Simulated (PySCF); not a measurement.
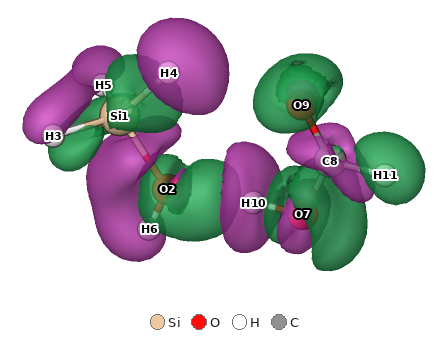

CH$_{6}$O$_{3}$Si, SMILES `[SiH3]O.OC=O`. Density of the complex less the densities of the two fragments at the same geometry, ±0.003 e/Å³ (green: gain, purple: loss). Fragment A: SiH4O (atoms 1–6); fragment B: H2CO2.

Level of theory: TPSS/6-311+G** (PySCF), at a geometry from GFN2-xTB.

**How is the density rearranged on binding?**

Hirshfeld charges show 0.043 e passing from A to B. By Hirshfeld charges, electrons gather most on O9 (−0.018 e) and leave H4 most (+0.021 e); 0.15 e is displaced in all, which induces a dipole of 1.06 D.

**What is the interaction energy, and which contacts carry it?**

The counterpoise-corrected interaction energy of the frozen fragments is −6.9 kcal/mol without dispersion correction and −8.6 kcal/mol with D3(BJ). The pair geometry is semi-empirical, not a minimum at this level. Contacts: O2···H10, hydrogen bond, 1.73 Å, ρ = 0.041 a.u.; H4···O9, 2.68 Å, ρ = 0.008 a.u. The pose is a local one from a semi-empirical search, not shown to be the most stable.

The PySCF run took 2.2 min on 1 thread of Intel(R) Xeon(R) Processor @ 2.70GHz (shared host), peak memory 0.64 GiB.
